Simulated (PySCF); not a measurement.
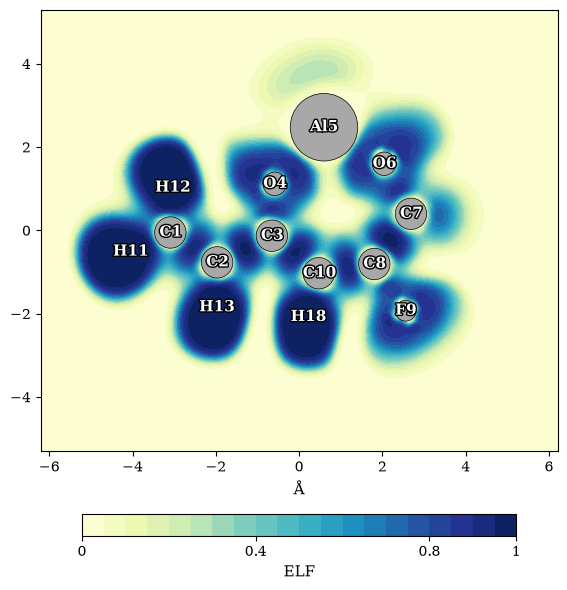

Figure. C6H8AlFO2 (SMILES C=CC1=[O+][AlH2-][O]CC(F)=C1). ELF on the plane of atoms C3, C10 and H18. Grey discs cover the atomic cores.

Geometry: GFN2-xTB.

All numbers below come from PBE0/pcSseg-1, SCF density, gas phase, non-relativistic (PySCF).

```xyz
18

C     2.9812    1.2222   -0.0199
C     2.3121    0.0726    0.0654
C     0.8476    0.0382    0.0929
O     0.2126    1.1139    0.0660
Al   -1.4577    1.7633   -0.1565
O    -2.3312    0.3164   -0.1631
C    -2.3530   -1.0429   -0.0490
C    -1.0209   -1.6988    0.1053
F    -1.1746   -3.0386    0.1906
C     0.2619   -1.2782    0.1565
H     4.0563    1.2587   -0.0452
H     2.4495    2.1589   -0.0694
H     2.8310   -0.8735    0.1112
H    -1.5953    2.5893    1.1393
H    -1.2267    2.3479   -1.5718
H    -2.9583   -1.3546    0.8227
H    -2.8250   -1.5042   -0.9370
H     0.9815   -2.0842    0.2502
```

Question: What does the map show?

Answer: Atoms in the plane: C, O, Al, F and H.
C–O (1.25 Å): the ELF peaks at about 0.85 between the atoms: a short, strongly polar bond.
C–C (1.33 Å): the ELF peaks at about 0.95 between the atoms (a multiple bond).
C–F (1.35 Å): the ELF peaks at about 0.85 between the atoms, as expected for a shared but strongly polarised pair.
Al–O (1.69 Å): the ELF peaks at about 0.85 in the valence shell of O, 0.6 Å from its nucleus, and is about 0.35 at the midpoint.
C–H (1.08 Å): the ELF climbs to about 1 towards the hydrogen, as it does in any bond to H; a covalent bond by its length.
The ELF also peaks beside F9, O4 and O6, away from the bonds: lone-pair regions.
